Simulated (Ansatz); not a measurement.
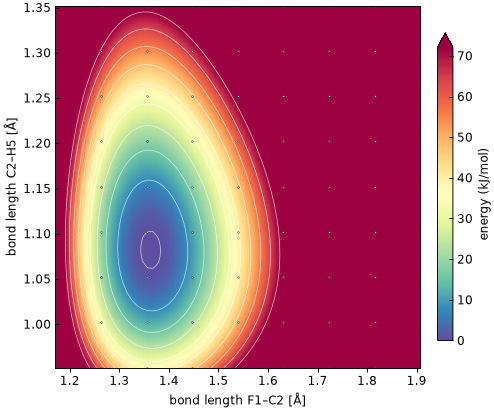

CH3FSSi, SMILES FC1[SiH2]S1. 
- The first coordinate is: bond length F1–C2; the second: bond length C2–H5.
- Nothing is relaxed (all other coordinates rigid).
- The scan uses a 9 × 9 grid.
- Energies: kJ/mol, counted from the lowest grid point.
- All numbers below come from Ansatz, RKS r2SCAN0-D4/def2-TZVP.

Drawn: a smooth colour map with a few white contour lines, dots at the grid points, one colour for all values above the top of the scale. Between grid points the surface is interpolated.

Question: Estimate the position of the minimum and the force constants in these coordinates.

Answer: The interpolated minimum is at bond length F1–C2 ≈ 1.361 Å, bond length C2–H5 ≈ 1.082 Å. The curvatures there are about 35 eV/Å² and 35 eV/Å², with a cross term of about 1 eV/Å². Round the minimum the contours are nearly round: the two directions are equally stiff and uncoupled. (1 eV is 96.5 kJ/mol.)
